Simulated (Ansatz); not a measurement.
F$_{2}$Ga$_{2}$H$_{4}$ (SMILES [F+]1[GaH2-][F+][GaH2-]1)

```xyz
8

F    -0.7479   -1.4531    0.7313
F    -0.4723   -3.8994    0.9364
Ga   -1.8785   -2.8841    0.0572
Ga    0.6638   -2.4685    1.6014
H    -1.6273   -2.9843   -1.4734
H    -3.1333   -2.9488    0.9719
H     0.4262   -2.3668    3.1339
H     1.9107   -2.4054    0.6756
```

Geometry: PBE0-D4/def2-SVP.

These are results of isolated molecule in a Gaussian basis; Kohn-Sham density functional theory, functional PBE0 in Ansatz 0.2.0, not measurements.

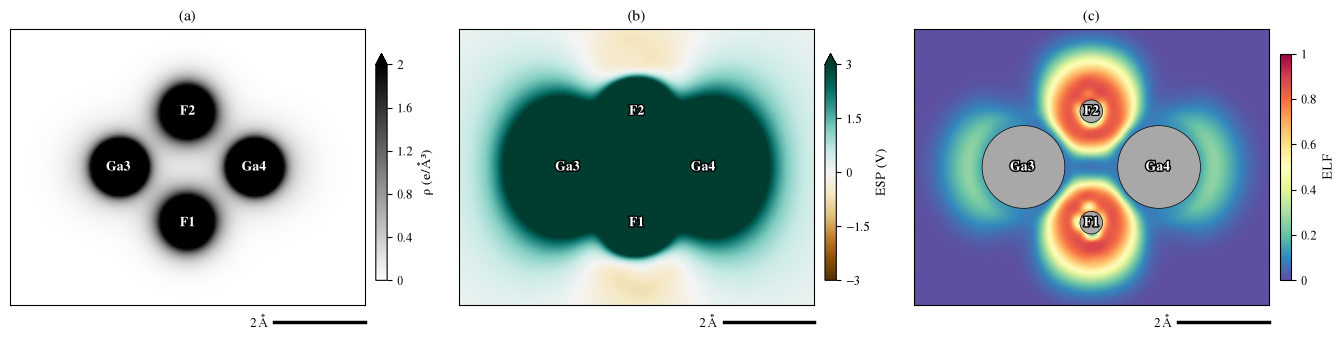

Figure 1. (a) total electron density; (b) electrostatic potential; (c) ELF on the plane of atoms Ga3, F2 and Ga4. Grey discs cover the atomic cores in the ELF map.

Q: What do the fields say about this system?

A:
- The plane passes through F and Ga nuclei.
- Ga–F (1.94 Å): ρ at the midpoint is about 0.55 e/Å³; the ELF peaks at about 0.85 in the valence shell of F, 0.5 Å from its nucleus, and is about 0.15 at the midpoint.
- The ELF also peaks beside F1 and F2, away from the bonds: lone-pair regions.
- Outside the dense part of the molecule the potential is most negative (−0.7 V) near F1 and F2.

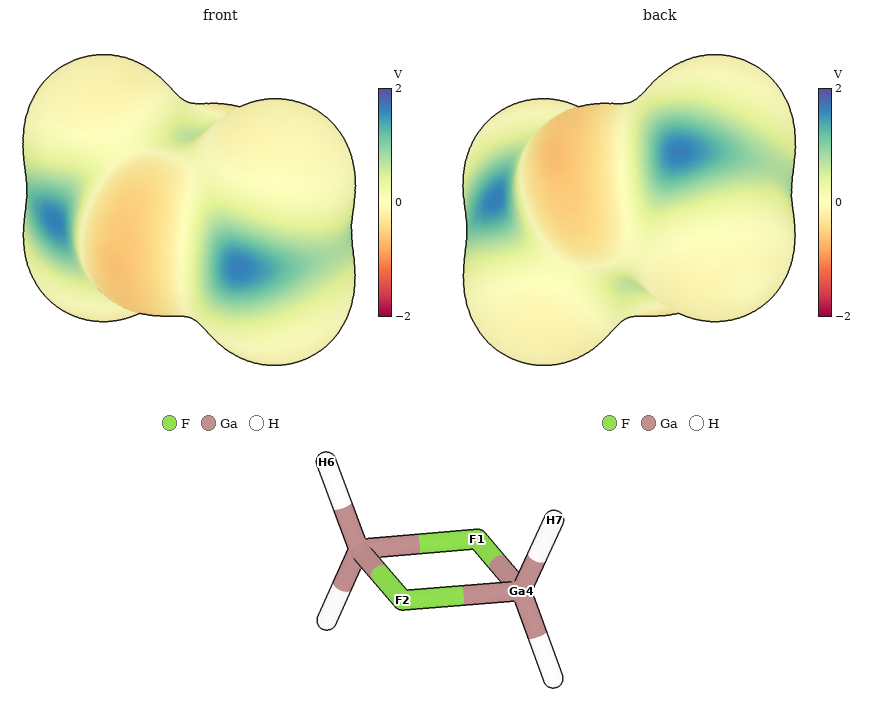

Figure 2. The electrostatic potential painted on the density surface at 0.001 e/bohr³, seen from the front and from behind; red is negative and blue positive. The bare structure is drawn below in the same view.

Q: Where is the surface potential most negative and most positive?

A: The most negative region (about −0.6 V, or −14 kcal/mol for a unit charge) lies over F1 and F2, the most positive (about +1.6 V, or +37 kcal/mol for a unit charge) over Ga3 and Ga4.

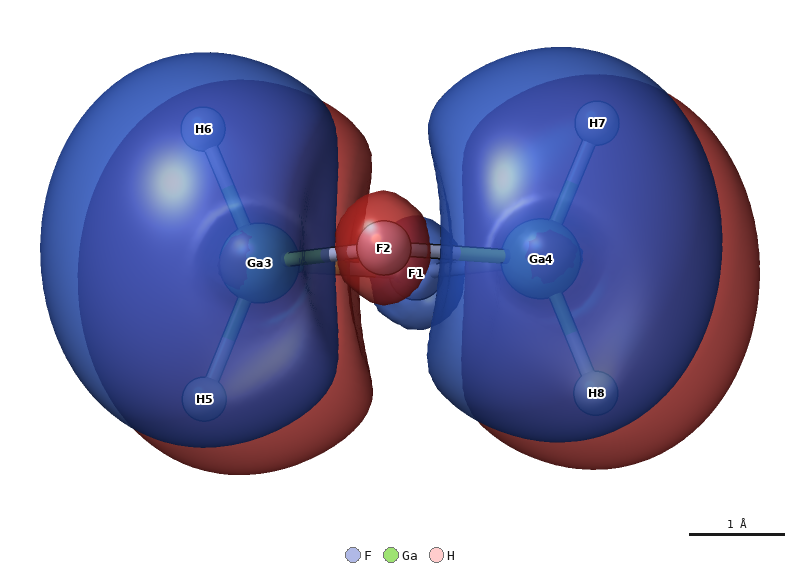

Figure 3. One frontier orbital at ±0.05 Å⁻³ᐟ² (blue and red are the two phases), seen across its widest extent.

Q: Which orbital is it: HOMO or LUMO?

A: The LUMO, at −0.88 eV. By Hirshfeld shares it lies mainly on Ga3 (about 40 %) and Ga4 (about 40 %); it is ungerade (odd under inversion).

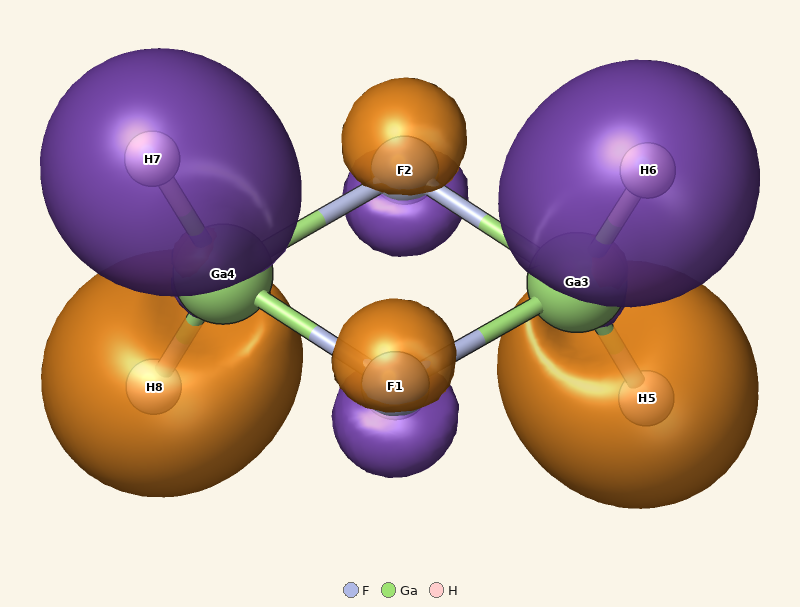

Figure 4. The HOMO at ±0.1 Å⁻³ᐟ² (orange and purple are the two phases), seen at an oblique angle.

Q: Describe this orbital and give its energy.

A: Its weight (Hirshfeld) is mainly on Ga3 (about 15 %), Ga4 (about 15 %), H5 (about 15 %), H6 (about 15 %), H7 (about 15 %) and H8 (about 15 %); it is ungerade (odd under inversion). Its energy is −8.76 eV.
